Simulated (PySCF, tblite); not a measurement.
# C₂₂H₂₄O: electronic excitations, NMR shifts

Wanted: electronic excitations, NMR shifts for C₂₂H₂₄O (`CC[C@H](C[C@H](C)c1ccc2ccccc2c1)c1ccc(O)cc1`).

Programs: tblite 0.8.0 and PySCF 2.14.0, with routines of our own; each step states its level. All values are computed. Atoms count from 0.

## (1) The starting structure

47 atoms, charge 0, multiplicity 1; geometry from: force field, distance geometry or constructed start.

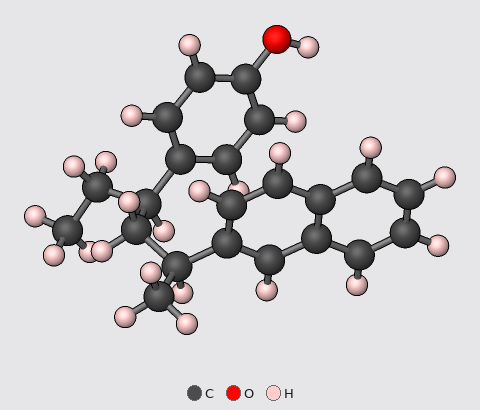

The starting geometry (carbon dark grey, oxygen red, hydrogen pink).

## (2) Optimising the geometry with GFN2-xTB

Job settings and geometry (Å):

```
{"job": {"kind": "relax", "xc": "GFN2-xTB", "basis": "xTB"}, "charge": 0, "multiplicity": 1}
C     -1.880400    -4.484300     0.514500
C     -2.331100    -3.026200     0.389600
C     -1.139800    -2.036600     0.302200
C     -0.424500    -1.857000     1.660300
C      1.060400    -1.426600     1.566100
C      1.736500    -1.546100     2.932500
C      1.285800    -0.029400     1.003900
C      0.688400     1.099100     1.581100
C      0.886700     2.364300     1.031800
C      1.695200     2.542400    -0.093700
C      1.894900     3.810900    -0.665300
C      2.709200     3.969600    -1.785200
C      3.333800     2.866100    -2.347500
C      3.149800     1.596900    -1.802500
C      2.327300     1.424900    -0.671700
C      2.118100     0.149100    -0.102600
C     -1.650000    -0.710000    -0.262900
C     -1.141000    -0.233800    -1.481100
C     -1.561300     0.998800    -1.995100
C     -2.507100     1.742100    -1.304600
O     -2.940900     2.953600    -1.770100
C     -3.050200     1.275900    -0.116600
C     -2.617800     0.056800     0.411600
H     -1.242700    -4.769500    -0.322100
H     -2.759400    -5.138400     0.503100
H     -1.352000    -4.671900     1.450500
H     -2.950100    -2.946400    -0.504900
H     -2.974400    -2.778300     1.248400
H     -0.424800    -2.460100    -0.413100
H     -0.979100    -1.177400     2.322400
H     -0.424500    -2.825800     2.185800
H      1.559200    -2.146900     0.903400
H      1.266700    -0.895600     3.678400
H      2.801500    -1.273300     2.879500
H      1.684500    -2.573000     3.302900
H      0.037300     1.000100     2.443800
H      0.383700     3.217300     1.485200
H      1.417200     4.689500    -0.234200
H      2.860100     4.955900    -2.212600
H      3.969600     2.991100    -3.223000
H      3.644500     0.742700    -2.253100
H      2.609700    -0.722500    -0.553600
H     -0.381300    -0.795400    -2.025700
H     -1.126000     1.354300    -2.928000
H     -2.423100     3.169800    -2.560400
H     -3.795200     1.865500     0.407300
H     -3.043400    -0.292400     1.343700
```

On the command line:

```sh
$ OMP_NUM_THREADS=2 python large_run.py task.json out
```

This one command runs all jobs of the session in turn.

The program printed:

```text
step      E/eV     max force
  0   -1725.72425    1.528
  1   -1725.82837    0.666
  2   -1725.85529    0.266
  3   -1725.87280    0.207
  4   -1725.88604    0.225
  5   -1725.89142    0.159
  6   -1725.89642    0.126
  7   -1725.90164    0.207
  8   -1725.90728    0.154
  9   -1725.91191    0.126
 10   -1725.91579    0.137
 11   -1725.91924    0.103
 12   -1725.92221    0.112
 13   -1725.92462    0.086
 14   -1725.92576    0.069
 15   -1725.92805    0.049
 16   -1725.92872    0.053
 17   -1725.93048    0.063
 18   -1725.93152    0.057
 19   -1725.93278    0.051
 20   -1725.93397    0.056
 21   -1725.93531    0.073
 22   -1725.93673    0.080
 23   -1725.93830    0.077
 24   -1725.94000    0.073
 25   -1725.94189    0.085
 26   -1725.94396    0.074
 27   -1725.94583    0.072
 28   -1725.94704    0.053
 29   -1725.94774    0.041
 30   -1725.94836    0.047
 31   -1725.94925    0.060
 32   -1725.95043    0.070
 33   -1725.95155    0.053
 34   -1725.95231    0.039
 35   -1725.95287    0.047
 36   -1725.95349    0.055
 37   -1725.95423    0.056
 38   -1725.95500    0.047
 39   -1725.95577    0.049
 40   -1725.95662    0.056
 41   -1725.95761    0.063
 42   -1725.95862    0.057
 43   -1725.95947    0.048
 44   -1725.96021    0.051
 45   -1725.96102    0.051
 46   -1725.96197    0.052
 47   -1725.96299    0.050
 48   -1725.96395    0.053
 49   -1725.96480    0.045
 50   -1725.96555    0.042
 51   -1725.96617    0.040
 52   -1725.96675    0.037
 53   -1725.96737    0.042
 54   -1725.96809    0.052
 55   -1725.96886    0.047
 56   -1725.96956    0.049
 57   -1725.97028    0.056
 58   -1725.97118    0.059
 59   -1725.97243    0.064
 60   -1725.97401    0.071
 61   -1725.97574    0.071
 62   -1725.97752    0.074
 63   -1725.97945    0.083
 64   -1725.98163    0.095
 65   -1725.98376    0.084
 66   -1725.98547    0.065
 67   -1725.98675    0.063
 68   -1725.98785    0.058
 69   -1725.98899    0.059
 70   -1725.99016    0.064
 71   -1725.99117    0.048
 72   -1725.99198    0.054
 73   -1725.99279    0.051
 74   -1725.99379    0.064
 75   -1725.99502    0.072
 76   -1725.99631    0.063
 77   -1725.99741    0.056
 78   -1725.99831    0.047
 79   -1725.99906    0.049
 80   -1725.99969    0.045
 81   -1726.00016    0.028
 82   -1726.00052    0.037
 83   -1726.00086    0.041
 84   -1726.00121    0.034
 85   -1726.00157    0.030
 86   -1726.00188    0.028
 87   -1726.00224    0.035
 88   -1726.00265    0.046
 89   -1726.00309    0.042
 90   -1726.00346    0.028
 91   -1726.00378    0.028
 92   -1726.00409    0.028
 93   -1726.00442    0.031
 94   -1726.00475    0.034
 95   -1726.00504    0.032
 96   -1726.00532    0.033
 97   -1726.00561    0.032
 98   -1726.00590    0.033
 99   -1726.00619    0.032
100   -1726.00650    0.033
101   -1726.00680    0.038
102   -1726.00707    0.032
103   -1726.00727    0.019
```

Wall time 3.8 s (2 threads of Arm Neoverse N1, shared host); peak memory 0.19 GiB.

Along the way:

```
step  energy from step 0 (eV)  largest force (eV/Å)
   0                   0.0000                1.5278
   1                  -0.1041                0.6656
   2                  -0.1310                0.2664
   3                  -0.1486                0.2074
   4                  -0.1618                0.2251
   5                  -0.1672                0.1585
   6                  -0.1722                0.1260
   7                  -0.1774                0.2067
   8                  -0.1830                0.1539
  16                  -0.2045                0.0532
  24                  -0.2158                0.0725
  32                  -0.2262                0.0707
  41                  -0.2334                0.0636
  49                  -0.2405                0.0449
  57                  -0.2460                0.0566
  65                  -0.2595                0.0843
  74                  -0.2695                0.0644
  82                  -0.2763                0.0365
  90                  -0.2792                0.0279
  99                  -0.2819                0.0315
 100                  -0.2822                0.0326
 101                  -0.2826                0.0374
 102                  -0.2828                0.0313
 103                  -0.2830                0.0188
```

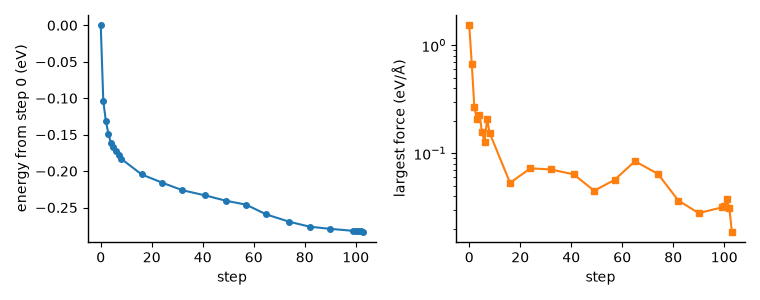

Energy and largest force along the relaxation.

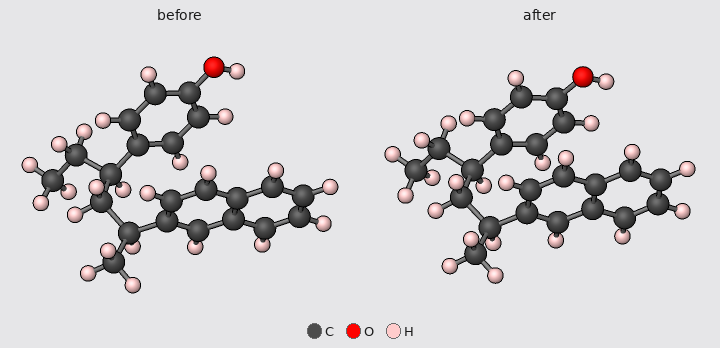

The geometry before (left) and after (right).

Distances of close pairs at the start and the end, largest changes first:

| bond | before (Å) | after (Å) | change (Å) |
| --- | --- | --- | --- |
| C7–C8 | 1.393 | 1.364 | -0.030 |
| C10–C11 | 1.394 | 1.367 | -0.026 |
| C12–C13 | 1.393 | 1.367 | -0.026 |
| C6–C15 | 1.396 | 1.371 | -0.025 |
| C2–C16 | 1.530 | 1.508 | -0.022 |
| C17–C18 | 1.400 | 1.382 | -0.018 |
| C21–C22 | 1.397 | 1.379 | -0.018 |
| C11–C12 | 1.387 | 1.404 | +0.017 |

The next job starts from the end point, and lists it.

## (3) Vibrational analysis with GFN2-xTB

Job settings and geometry (Å):

```
{"job": {"kind": "ir", "xc": "GFN2-xTB", "basis": "xTB"}, "charge": 0, "multiplicity": 1}
C     -1.979615    -4.463070     0.367601
C     -2.322682    -2.977668     0.390991
C     -1.076891    -2.075027     0.313098
C     -0.388109    -1.956894     1.682023
C      1.062117    -1.456998     1.606056
C      1.668298    -1.425082     3.013195
C      1.191638    -0.097399     0.966752
C      0.488743     1.007088     1.488863
C      0.586025     2.239515     0.913560
C      1.404537     2.450139    -0.214943
C      1.508853     3.706333    -0.845341
C      2.325859     3.878702    -1.928217
C      3.074661     2.801131    -2.427075
C      2.984002     1.567897    -1.843352
C      2.148641     1.356778    -0.726647
C      2.017881     0.096052    -0.109547
C     -1.444834    -0.711680    -0.215937
C     -0.851388    -0.209779    -1.364786
C     -1.130281     1.066813    -1.813759
C     -2.029095     1.866096    -1.121327
O     -2.307653     3.143170    -1.506001
C     -2.670137     1.356460     0.001899
C     -2.375995     0.083193     0.443244
H     -1.461473    -4.719148    -0.554370
H     -2.886252    -5.061466     0.426194
H     -1.341930    -4.734766     1.205724
H     -2.969657    -2.751833    -0.460208
H     -2.883872    -2.748375     1.298747
H     -0.371026    -2.534278    -0.387527
H     -0.969440    -1.291422     2.321777
H     -0.372926    -2.940226     2.158298
H      1.634137    -2.172058     1.002680
H      1.111456    -0.747130     3.656037
H      2.700662    -1.085977     2.973091
H      1.647076    -2.417541     3.458433
H     -0.144586     0.871251     2.352562
H      0.033162     3.076742     1.314578
H      0.927514     4.530103    -0.454358
H      2.405806     4.845797    -2.404549
H      3.721789     2.956804    -3.278765
H      3.556304     0.736145    -2.230122
H      2.581089    -0.733160    -0.517658
H     -0.141704    -0.815608    -1.909479
H     -0.636024     1.452479    -2.695962
H     -1.767812     3.371823    -2.272126
H     -3.381928     1.978729     0.520660
H     -2.874791    -0.292913     1.324199
```

The program printed:

```text
mode    cm-1     km/mol
  1      20.5      0.03
  2      31.3      0.12
  3      51.5      0.12
  4      62.3      0.14
  5      78.2      0.38
  6      79.8      1.18
  7     108.2      0.12
  8     124.8      0.36
  9     149.9      0.22
 10     170.1      0.16
 11     180.6      0.32
 12     180.8      0.34
 13     201.7      0.25
 14     212.9      0.14
 15     233.0      0.79
 16     252.0      0.24
 17     284.1      0.05
 18     318.9      0.08
 19     348.9      0.44
 20     371.5      1.54
 21     375.7      5.12
 22     380.4     14.07
 23     387.8      1.56
 24     404.9     10.28
 25     425.1    138.84
 26     448.4      4.01
 27     455.8      1.65
 28     471.7      2.08
 29     501.1      0.12
 30     521.3      0.11
 31     527.4      0.14
 32     540.9      0.12
 33     554.6      1.87
 34     587.4      1.28
 35     615.7      0.98
 36     633.5      0.39
 37     680.2      3.56
 38     690.5      3.59
 39     723.5      0.11
 40     755.9     11.75
 41     760.9      7.46
 42     804.4      0.49
 43     807.2     38.04
 44     810.5      7.65
 45     834.2     23.19
 46     857.1      0.30
 47     861.9      3.89
 48     863.3      1.61
 49     873.9      1.40
 50     881.5      1.23
 51     904.9      0.34
 52     914.7      0.43
 53     919.5      1.43
 54     921.6      1.72
 55     922.5      0.32
 56     929.0      0.25
 57     931.4      0.05
 58     960.1      7.21
 59     961.3      6.55
 60    1015.4      9.31
 61    1027.6      0.46
 62    1040.9     11.49
 63    1072.6      1.15
 64    1079.9      0.01
 65    1092.3      1.11
 66    1108.4      2.13
 67    1118.2      5.57
 68    1132.7     28.34
 69    1141.5      0.21
 70    1152.3    132.38
 71    1156.5      6.09
 72    1176.5      0.26
 73    1179.9      1.19
 74    1185.6      0.35
 75    1191.2      4.12
 76    1195.4      3.38
 77    1209.8     29.31
 78    1232.8      0.11
 79    1246.4      0.89
 80    1257.6      2.59
 81    1263.9      6.50
 82    1267.4      1.64
 83    1283.6     38.50
 84    1293.0     76.97
 85    1302.9     27.88
 86    1321.0      0.34
 87    1322.9      1.04
 88    1343.2     11.64
 89    1346.5      4.85
 90    1352.9      0.70
 91    1360.6      1.62
 92    1375.1      0.16
 93    1408.6      0.37
 94    1411.7      1.32
 95    1416.8      1.74
 96    1435.1      2.72
 97    1436.9     17.70
 98    1460.5      1.54
 99    1480.0      0.70
100    1494.3      1.30
101    1499.4      8.46
102    1501.8     83.00
103    1503.0      0.85
104    1505.5      3.89
105    1508.2      6.48
106    1512.2      0.66
107    1568.5      0.08
108    1593.4     11.14
109    1610.3      0.26
110    1617.8     20.62
111    1618.4     24.30
112    2919.4     29.07
113    2931.3     40.69
114    2964.6     51.71
115    2967.5     39.71
116    2985.2     17.22
117    2993.2     24.01
118    3027.0     57.49
119    3028.5     38.90
120    3030.0     53.54
121    3034.2     29.68
122    3038.6     40.74
123    3041.9     26.12
124    3054.6     21.77
125    3055.2     27.27
126    3062.3      2.37
127    3065.3     11.04
128    3073.1     26.01
129    3074.5     44.79
130    3078.7     54.71
131    3082.0      7.45
132    3083.0     96.76
133    3089.4     48.54
134    3107.4     21.07
135    3522.2     14.09
```

It took 10 s on 2 threads of Arm Neoverse N1, shared host; peak memory 0.18 GiB.

The strongest bands and the atoms that carry them (share of the mass-weighted mode):

| cm⁻¹ | km/mol | atoms |
| --- | --- | --- |
| 425 | 138.8 | H44 75 % |
| 1152 | 132.4 | H44 53 %, H45 16 %, H43 11 % |
| 1293 | 77.0 | H31 20 %, C19 17 %, C16 11 % |
| 1502 | 83.0 | C19 17 %, C16 15 % |
| 3027 | 57.5 | H34 84 % |
| 3030 | 53.5 | H25 43 %, H24 42 % |
| 3079 | 54.7 | H42 76 % |
| 3083 | 96.8 | H39 38 %, H38 31 %, H40 11 % |

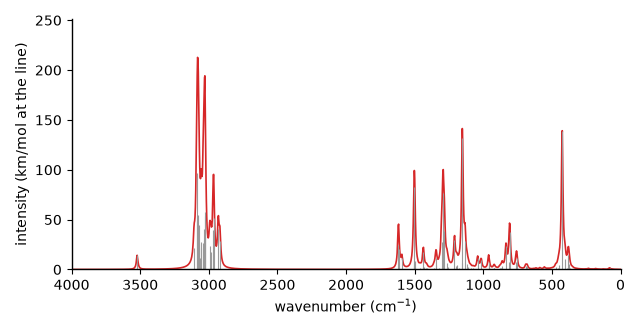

The infrared spectrum from these modes, unscaled. Lines are broadened to a width of 14 cm⁻¹ (Lorentzian).

## (4) Electronic excitations: TDDFT wB97X-D/def2-SVP

Settings changed since step 3:

```diff
@@ -1,2 +1,2 @@
-{"job": {"kind": "ir", "xc": "GFN2-xTB", "basis": "xTB"}, "charge": 0, "multiplicity": 1}
+{"job": {"kind": "uv", "basis": "def2-SVP", "grid": 1, "kgrid": 0, "vcut": 1.5, "nstates": 8, "ntriplets": 3, "tda": false, "delta": ["ip_vertical", "ea_vertical"], "pop": true, "xc": "wB97X-D"}, "charge": 0, "multiplicity": 1}
 C     -1.979615    -4.463070     0.367601
```

Method: TDDFT wB97X-D/def2-SVP, vertical, gas phase, core orbitals frozen in the response, virtual orbitals cut by energy.

The program printed:

```text
start: PBE on a coarse grid of 37065 points
cycle   1  E = -925.6607349198  dE =  3.041e+00  |g| = 1.050e+00  |ddm| = 9.142e+00
cycle   2  E = -925.3123547989  dE =  3.484e-01  |g| = 1.608e+00  |ddm| = 3.895e+00
cycle   3  E = -925.9348293853  dE = -6.225e-01  |g| = 3.017e-01  |ddm| = 2.704e+00
cycle   4  E = -925.9547096415  dE = -1.988e-02  |g| = 1.295e-01  |ddm| = 5.590e-01
cycle   5  E = -925.9586175073  dE = -3.908e-03  |g| = 6.325e-02  |ddm| = 2.398e-01
cycle   6  E = -925.9596049841  dE = -9.875e-04  |g| = 1.383e-02  |ddm| = 1.013e-01
cycle   7  E = -925.9596369130  dE = -3.193e-05  |g| = 7.729e-03  |ddm| = 2.783e-02
final grid: 158970 points
cycle   8  E = -927.0453238672  dE = -1.392e-02  |g| = 5.540e-02  |ddm| = 1.621e+00
cycle   9  E = -927.0458651950  dE = -5.413e-04  |g| = 4.932e-02  |ddm| = 2.392e-01
cycle  10  E = -927.0463746695  dE = -5.095e-04  |g| = 9.998e-03  |ddm| = 7.123e-02
cycle  11  E = -927.0464036525  dE = -2.898e-05  |g| = 4.085e-03  |ddm| = 2.954e-02
cycle  12  E = -927.0464123116  dE = -8.659e-06  |g| = 1.211e-03  |ddm| = 9.137e-03
cycle  13  E = -927.0464132087  dE = -8.971e-07  |g| = 5.722e-04  |ddm| = 2.619e-03
cycle  14  E = -927.0464112381  dE =  1.971e-06  |g| = 1.665e-04  |ddm| = 1.520e-03
cycle  15  E = -927.0464115315  dE = -2.934e-07  |g| = 6.867e-05  |ddm| = 6.285e-04
converged SCF energy = -927.0464115315
Vertical ionisation energy (delta-SCF) = 7.3514 eV   <S^2> = 0.766

Static polarisability (au): isotropic 224.706, principal 152.222 216.336 305.558

Singlet excitations
state   eV       nm        f      main configurations
  1   4.4404    279.2   0.01837   H->L 0.64, H-2->L 0.11, H-1->L+1 0.10
  2   4.6692    265.5   0.02816   H-1->L 0.51, H->L+1 0.16, H->L 0.15
  3   5.0033    247.8   0.02318   H->L+2 0.46, H-1->L+1 0.12, H-1->L 0.10
  4   5.3038    233.8   0.14212   H-1->L 0.33, H->L+1 0.30, H->L 0.13
  5   5.6001    221.4   0.01367   H->L+1 0.33, H-1->L+1 0.20, H-2->L 0.13
  6   5.8587    211.6   0.23770   H->L+3 0.19, H-2->L 0.19, H-1->L+2 0.17
  7   6.0859    203.7   0.20858   H-1->L+1 0.34, H->L+3 0.27, H-2->L 0.24
  8   6.1981    200.0   0.09933   H-1->L+2 0.27, H->L+4 0.19, H->L+2 0.17

Triplet excitations (Tamm-Dancoff, eV): 3.1021 3.9679 4.0312
```

Wall time 5.6 min (2 threads of Arm Neoverse N1, shared host); peak memory 1.6 GiB.

Frontier orbitals and where they lie:

```csv
orbital,eV,atoms
HOMO−4,-10.03,"C10 16 %, C15 15 %, C13 15 %"
HOMO−3,-9.01,"C18 25 %, C22 17 %, C17 17 %"
HOMO−2,-8.57,"C14 13 %, C11 12 %, C21 12 %"
HOMO−1,-7.91,"C10 12 %, C8 11 %, C12 10 %"
HOMO,-7.45,"C16 14 %, C15 11 %, C19 10 %"
LUMO,0.67,"C10 16 %, C13 16 %, C8 15 %"
LUMO+1,1.43,"C14 16 %, C11 14 %, C9 13 %"
LUMO+2,1.85,"C22 21 %, C18 19 %, C17 18 %"
LUMO+3,2.38,"C16 26 %, C19 26 %, C17 11 %"
```

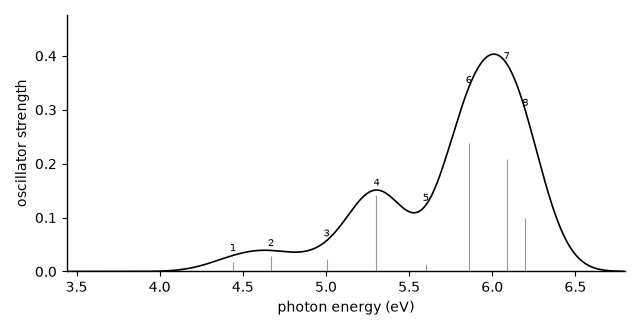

Absorption spectrum from the 8 singlet states computed; above the last one it falls off for lack of states. Lines are broadened to a width of 0.40 eV (Gaussian).

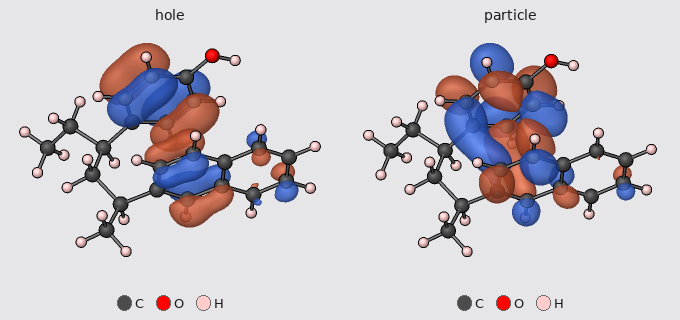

Leading natural transition orbitals of singlet state 6: the electron leaves the hole (left) for the particle orbital (right).

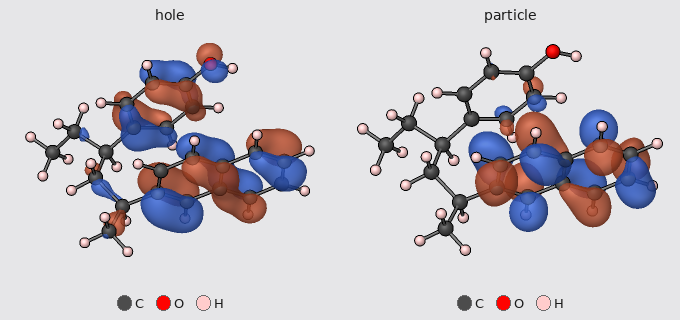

Leading natural transition orbitals of singlet state 1: the electron leaves the hole (left) for the particle orbital (right).

Ground-state properties from the same run:

| property | computed |
| --- | --- |
| dipole moment (D) | 1.14 |
| polarisability (Å³) | 33.30 |
| HOMO–LUMO gap (eV) | 8.12 |
| −ε(HOMO) (eV) | 7.45 |

Orbitals, density, ELF and potential are computed afterwards from the orbital file.

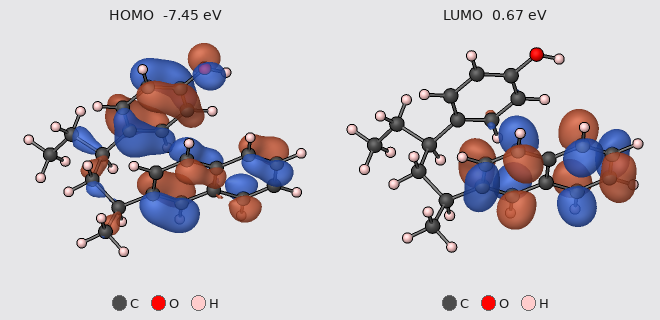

wB97X-D/def2-SVP orbitals near the gap, drawn at the value that encloses 70 % of each; the two colours are the two signs.

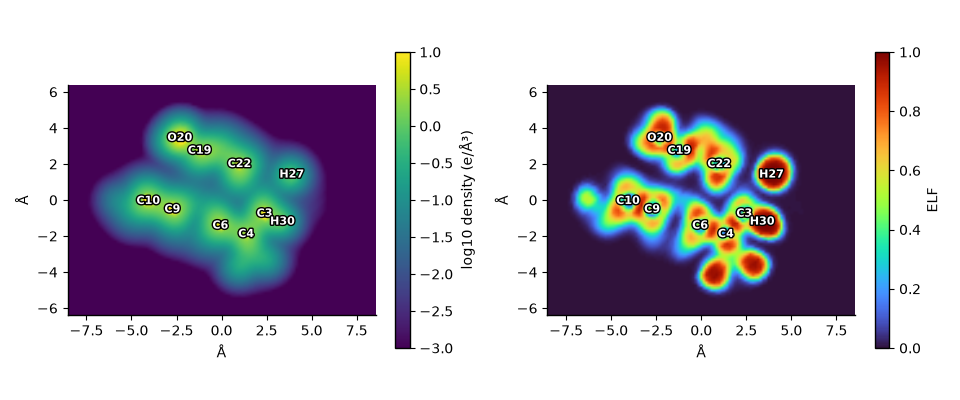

Density (left) and ELF (right) in a plane through or near 10 of the atoms.

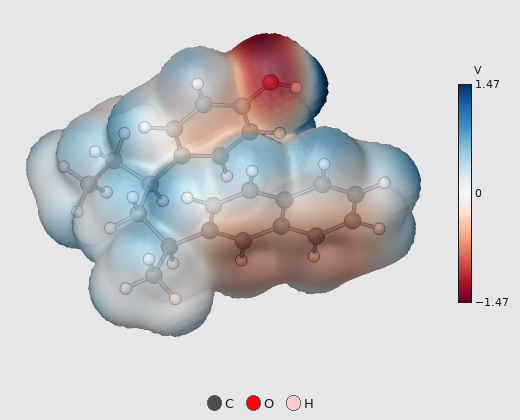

Electrostatic potential on the surface of density 0.002 e/bohr³; red is low, blue high. It runs, from the 1st to the 99th percentile, from -1.19 V near O20 to 1.47 V near H44.

[end of part 1 of 2]
